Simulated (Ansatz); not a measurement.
**Run report: AlH$_{4}$OF, geometry relaxation (part 1 of 2)**

The run: geometry relaxation of AlH$_{4}$OF. Method and program: RKS BLYP-D4/def2-SVP (Ansatz 0.2.0).

It belongs to a series of runs on one base structure; here: end point A relaxed. Figures and captions count atoms from 1; the log counts them from 0 in places.

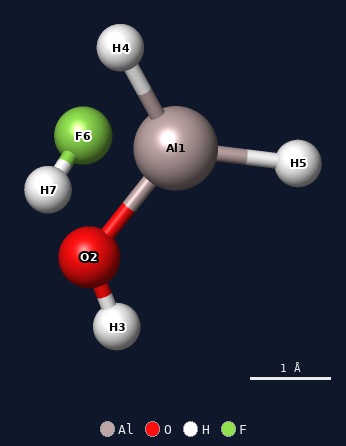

*The structure as given in the input (ball-and-stick view, seen at a tilt; atoms are numbered from 1 in the order of the input). Sticks mark near contacts.*

Bond lengths as drawn: Al–H 1.58 to 1.59 Å, Al–O 1.77 Å, F–H 0.94 Å and H–O 0.97 Å.

Input file
```yaml
crystal:
  periodic: [false, false, false]
  atoms:
    - { symbol: Al, position_ang: [-0.060972, -0.237944, 0.004217] }
    - { symbol: O, position_ang: [-0.029181, -0.293315, 1.772142] }
    - { symbol: H, position_ang: [-0.852499, -0.395762, 2.281234] }
    - { symbol: H, position_ang: [1.373619, -0.29475, -0.654621] }
    - { symbol: H, position_ang: [-1.460864, -0.281191, -0.740654] }
    - { symbol: F, position_ang: [0.072256, 2.464443, 0.987189] }
    - { symbol: H, position_ang: [0.196641, 1.897019, 1.721293] }
basis:
  gaussian: { orbitals: def2-SVP }
hamiltonian:
  xc: blyp
  dispersion: d4
relax:
  f_tol: 0.03
  max_steps: 50
output:
  orbitals: {}
```

Hardware: 1 thread of Arm Neoverse N1, 98 GiB of memory available, shared host.

Launched with:
```bash
ansatz run input.yaml --threads 1 --pin off --max-ram 2048MiB --backend cpu --events-out ev --progress --plain --runs-dir out
```

Output
```
The last accepted step is kept in [file] (removed where the run ends without a failure and the disk answers)
Engine: ansatz 0.2.0, aarch64-unknown-linux-gnu
Functional definition: BLYP
  parameter beta = 0.0042
  parameter a = 0.04918
  parameter b = 0.132
  parameter c = 0.2533
  parameter d = 0.349
  exchange = b88_x(beta = beta)
  correlation = lyp_c(a = a, b = b, c = c, d = d)
716 factors; their error is unknown
mean field evaluation 1: about -11412.3098 eV, gradient 6.7e1 eV
mean field evaluation 2: about -11350.5175 eV, gradient 1.7e2 eV
mean field evaluation 4: about -11420.0618 eV, gradient 1.6e1 eV
mean field evaluation 8: about -11420.4061 eV, gradient 9.2e-2 eV
mean field -11420.40607770 eV, -419.6921823262 hartree, gradient 4.9e-5 eV, S^2 0.000000; 0 other end points of the search recorded, 0 dependent functions left out
the calculation of the forces begins
reference -11420.40638799 eV, -419.6921937291 hartree; 17, 17 occupied and 49, 49 virtual orbitals, 716 factors
relax step   1: F+E_penalty+E_count = -11420.57242763 eV  Δ(F+E_penalty+E_count) = +0.000e0 eV  max|allowed force component| = 6.249e-1 eV/Å  Δτ_max = 0.0000 Å  (25 SCF iters, accepted)
these checks for a lower state are left out or cut short: starts, cluster_reference, orbital_swaps, neighbouring_geometries, increment
716 factors; their error is unknown
mean field evaluation 16: about -11420.4581 eV, gradient 6.5e0 eV
mean field -11420.58514067 eV, -419.6987627689 hartree, gradient 5.6e-6 eV, S^2 0.000000; 0 other end points of the search recorded, 0 dependent functions left out
[... from here on the field's lines of each further geometry are left out, up to the last ...]
relax step   2: F+E_penalty+E_count = -11420.75953215 eV  Δ(F+E_penalty+E_count) = -1.871e-1 eV  max|allowed force component| = 7.122e-1 eV/Å  Δτ_max = 0.1950 Å  (27 SCF iters, accepted)
relax step   3: F+E_penalty+E_count = -11420.96952930 eV  Δ(F+E_penalty+E_count) = -2.100e-1 eV  max|allowed force component| = 9.063e-1 eV/Å  Δτ_max = 0.1952 Å  (32 SCF iters, accepted)
relax step   4: F+E_penalty+E_count = -11421.07921622 eV  Δ(F+E_penalty+E_count) = -1.097e-1 eV  max|allowed force component| = 9.814e-1 eV/Å  Δτ_max = 0.1951 Å  (33 SCF iters, accepted)
relax step   5: F+E_penalty+E_count = -11421.13559298 eV  Δ(F+E_penalty+E_count) = -5.638e-2 eV  max|allowed force component| = 5.737e-1 eV/Å  Δτ_max = 0.0587 Å  (26 SCF iters, accepted)
relax step   6: F+E_penalty+E_count = -11421.22282476 eV  Δ(F+E_penalty+E_count) = -8.723e-2 eV  max|allowed force component| = 1.479e0 eV/Å  Δτ_max = 0.1952 Å  (32 SCF iters, accepted)
relax step   7: F+E_penalty+E_count = -11421.02332978 eV  Δ(F+E_penalty+E_count) = +1.995e-1 eV  max|allowed force component| = 4.284e0 eV/Å  Δτ_max = 0.1941 Å  (32 SCF iters, rejected (line search))
relax step   8: F+E_penalty+E_count = -11421.45928375 eV  Δ(F+E_penalty+E_count) = -2.365e-1 eV  max|allowed force component| = 1.065e0 eV/Å  Δτ_max = 0.0970 Å  (27 SCF iters, accepted)
relax step   9: F+E_penalty+E_count = -11421.60454103 eV  Δ(F+E_penalty+E_count) = -1.453e-1 eV  max|allowed force component| = 9.245e-1 eV/Å  Δτ_max = 0.0961 Å  (26 SCF iters, accepted)
relax step  10: F+E_penalty+E_count = -11421.70093046 eV  Δ(F+E_penalty+E_count) = -9.639e-2 eV  max|allowed force component| = 1.774e0 eV/Å  Δτ_max = 0.1473 Å  (27 SCF iters, accepted)
relax step  11: F+E_penalty+E_count = -11421.76673850 eV  Δ(F+E_penalty+E_count) = -6.581e-2 eV  max|allowed force component| = 5.026e-1 eV/Å  Δτ_max = 0.1996 Å  (33 SCF iters, accepted)
relax step  12: F+E_penalty+E_count = -11421.34331972 eV  Δ(F+E_penalty+E_count) = +4.234e-1 eV  max|allowed force component| = 3.877e0 eV/Å  Δτ_max = 0.1995 Å  (30 SCF iters, rejected (line search))
relax step  13: F+E_penalty+E_count = -11421.80579342 eV  Δ(F+E_penalty+E_count) = -3.905e-2 eV  max|allowed force component| = 3.310e-1 eV/Å  Δτ_max = 0.0998 Å  (26 SCF iters, accepted)
relax step  14: F+E_penalty+E_count = -11421.80187127 eV  Δ(F+E_penalty+E_count) = +3.922e-3 eV  max|allowed force component| = 4.386e-1 eV/Å  Δτ_max = 0.0997 Å  (27 SCF iters, rejected (line search))
relax step  15: F+E_penalty+E_count = -11421.81785349 eV  Δ(F+E_penalty+E_count) = -1.206e-2 eV  max|allowed force component| = 6.743e-2 eV/Å  Δτ_max = 0.0486 Å  (27 SCF iters, accepted)
the calculation of the forces begins
reference -11421.63978168 eV, -419.7375201112 hartree; 17, 17 occupied and 49, 49 virtual orbitals, 716 factors
relax step  16: F+E_penalty+E_count = -11421.81869052 eV  Δ(F+E_penalty+E_count) = -8.370e-4 eV  max|allowed force component| = 2.709e-2 eV/Å  Δτ_max = 0.0255 Å  (27 SCF iters, accepted)
716 factors; their error is unknown
mean field evaluation 128: about -11421.6395 eV, gradient 1.7e-5 eV
```

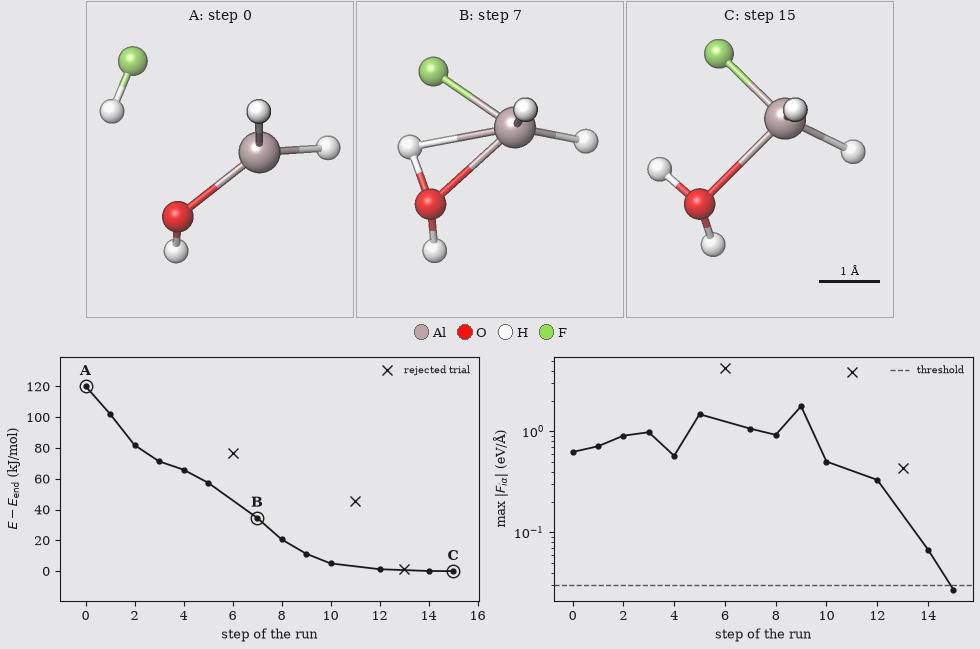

*Frames of the relaxation (ball-and-stick view, seen at a tilt) above the curves, on which the letters mark them (the first geometry is step 0 here and step 1 in the log).*

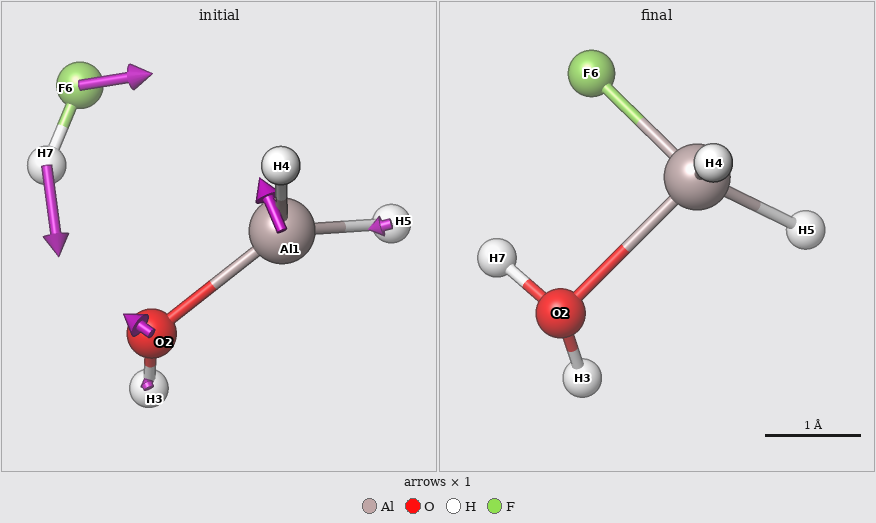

*Before (left) and after (right) the relaxation, at one scale (ball-and-stick view, seen at a tilt). The pink arrows give the displacements, at true length.*

The energy falls by 120.2 kJ/mol in 15 geometry steps. The largest force component goes from 0.62 to 0.027 eV/Å. The line search rejected the trial steps at points 6, 11, 13 (counted from 0) and went back. The atom that moves furthest after the best rigid fit is H7 (0.99 Å). By element the largest moves are H 0.99 Å, F 0.84 Å, Al 0.64 Å, O 0.40 Å. Among the contacts that change: F6–H7 0.936 → 2.181 Å, O2–H7 2.203 → 0.987 Å, Al1–F6 2.879 → 1.719 Å, Al1–O2 1.769 → 2.048 Å. New bonds form: Al1–F6 (2.88 → 1.72 Å), O2–H7 (2.20 → 0.99 Å). Bonds break: F6–H7 (0.94 → 2.18 Å). Among the angles that change: O2–Al1–H5 119.0° → 100.3°, O2–Al1–H4 113.5° → 105.6°, Al1–O2–H3 120.7° → 114.3°. (Atoms are counted from 1 in the order of the input.)

```
mean field -11421.63947142 eV, -419.7375087094 hartree, gradient 1.7e-5 eV, S^2 0.000000; 1 other end points of the search recorded, 0 dependent functions left out
the calculation of the forces begins
reference -11421.63978168 eV, -419.7375201112 hartree; 17, 17 occupied and 49, 49 virtual orbitals, 716 factors
Total energy: -11421.81900078 eV, -419.7441062918 hartree
Atom 0 at     0.033034     0.399039    -0.109615 Å, force     0.006151     0.014287     0.012262 eV/Å
Atom 1 at    -0.016171     0.058816     1.909406 Å, force    -0.006281    -0.027094    -0.014177 eV/Å
Atom 2 at    -0.868724    -0.294793     2.238840 Å, force    -0.009125    -0.002265     0.000383 eV/Å
Atom 3 at     1.403409    -0.229090    -0.614898 Å, force    -0.005422     0.005522    -0.006640 eV/Å
Atom 4 at    -1.410638    -0.152028    -0.526903 Å, force     0.013072     0.002403     0.016951 eV/Å
Atom 5 at     0.088788     2.071237     0.286571 Å, force     0.000185    -0.018418    -0.006056 eV/Å
Atom 6 at     0.009304     1.005319     2.187400 Å, force     0.001420     0.025565    -0.002723 eV/Å
Dipole moment:    -0.289436    -0.212483     0.758026 e Å
```

Trajectory as extended XYZ (Å, eV, eV/Å), 16 frames, from step=1 to step=16
```
7
Properties=species:S:1:pos:R:3:forces:R:3 step=1 energy=-11420.57243
Al   -0.0610   -0.2379    0.0042    0.0264   0.2945   0.5753
O    -0.0292   -0.2933    1.7721    0.0573   0.3100  -0.4297
H    -0.8525   -0.3958    2.2812   -0.0398  -0.0344  -0.0065
H     1.3736   -0.2948   -0.6546    0.0246   0.0019  -0.0111
H    -1.4609   -0.2812   -0.7407   -0.0411  -0.0097  -0.0137
F     0.0723    2.4644    0.9872   -0.0777   0.0626  -0.5599
H     0.1966    1.8970    1.7213    0.0502  -0.6249   0.4456
7
Properties=species:S:1:pos:R:3:forces:R:3 step=2 energy=-11420.75953
Al   -0.0560   -0.1331    0.0320    0.0570   0.4590   0.0677
O    -0.0291   -0.1596    1.7916   -0.2994  -0.0095   0.3112
H    -0.8437   -0.3825    2.2918    0.2997   0.0760  -0.1506
H     1.3762   -0.2390   -0.6332   -0.0073   0.0097  -0.0003
H    -1.4551   -0.2419   -0.7184    0.0036  -0.0070   0.0412
F     0.0752    2.2810    0.9210   -0.0145   0.1838  -0.6994
H     0.1715    1.7335    1.6860   -0.0390  -0.7122   0.4301
7
Properties=species:S:1:pos:R:3:forces:R:3 step=3 energy=-11420.96953
Al   -0.0471    0.0287    0.0774    0.1617   0.1953  -0.7154
O    -0.0277   -0.0918    1.8315   -0.2137   0.0517   0.6657
H    -0.8309   -0.3854    2.3022    0.1286   0.0101   0.0436
H     1.3726   -0.1831   -0.6046   -0.0553   0.0655   0.0324
H    -1.4424   -0.1930   -0.6742    0.0491   0.1191   0.1262
F     0.1125    2.1171    0.8220   -0.0162   0.2091  -0.9063
H     0.1020    1.5661    1.6166   -0.0542  -0.6507   0.7538
7
Properties=species:S:1:pos:R:3:forces:R:3 step=4 energy=-11421.07922
Al   -0.0156    0.0988    0.0916    0.0207  -0.0904  -0.9814
O    -0.0379   -0.0365    1.8676   -0.1748  -0.0128   0.7738
H    -0.8254   -0.3901    2.3247    0.1548   0.0508   0.0411
H     1.3921   -0.1310   -0.5977    0.0061  -0.1045   0.0092
H    -1.4332   -0.0990   -0.6165    0.0416  -0.0214   0.0434
F     0.1113    1.9593    0.7072    0.0449   0.6499  -0.2982
H     0.0475    1.4572    1.5938   -0.0933  -0.4717   0.4121
7
Properties=species:S:1:pos:R:3:forces:R:3 step=5 energy=-11421.13559
Al   -0.0063    0.1225    0.0666    0.0762   0.0717  -0.5737
O    -0.0368   -0.0057    1.8683    0.0544   0.2355   0.3503
H    -0.7977   -0.3923    2.3323   -0.0860  -0.0147   0.1467
H     1.3964   -0.1856   -0.6081   -0.0274  -0.0110   0.0332
H    -1.4273   -0.0921   -0.6205    0.0112   0.0030   0.0146
F     0.1070    1.9886    0.7197   -0.0299   0.0752  -0.0255
H     0.0036    1.4231    1.6126    0.0015  -0.3597   0.0543
```
